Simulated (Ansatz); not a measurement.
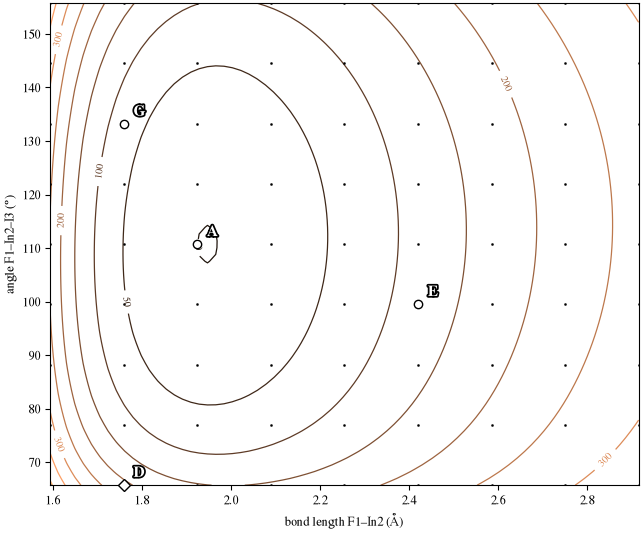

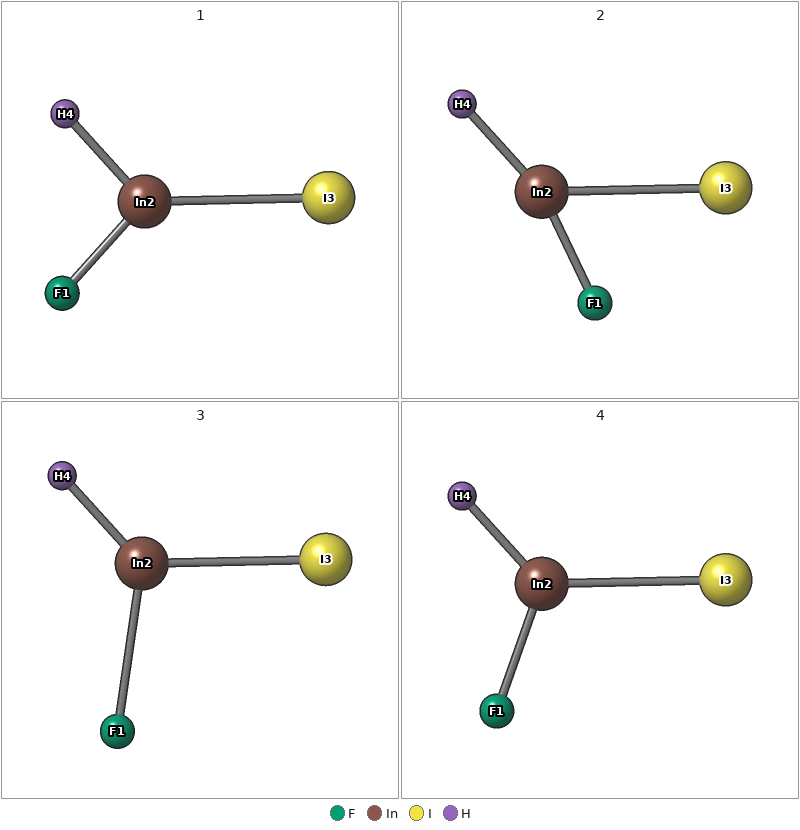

FHIIn, SMILES [F][InH][I]. Coordinates scanned: (1) bond length F1–In2; (2) angle F1–In2–I3. Nothing is relaxed (all other coordinates rigid). The grid has 9 × 9 points. Energies: kJ/mol, counted from the lowest grid point. The reference is spin-restricted, which grows unreliable where a bond is stretched far. Theory: Ansatz 0.2.0, RKS CAM-B3LYP-D4/def2-TZVP.

In the figure: contour lines labelled in kJ/mol, dots at the grid points, lettered points. Between grid points the surface is interpolated. The numbered pictures are the structures at these points, in random order.

Q: Which structure belongs to which point?

A: A is structure 4: bond length F1–In2 = 1.925 Å, angle F1–In2–I3 = 110.7°, 0 kJ/mol; D is structure 2: bond length F1–In2 = 1.760 Å, angle F1–In2–I3 = 65.7°, 212 kJ/mol; E is structure 3: bond length F1–In2 = 2.421 Å, angle F1–In2–I3 = 99.5°, 121 kJ/mol; G is structure 1: bond length F1–In2 = 1.760 Å, angle F1–In2–I3 = 133.2°, 76 kJ/mol.
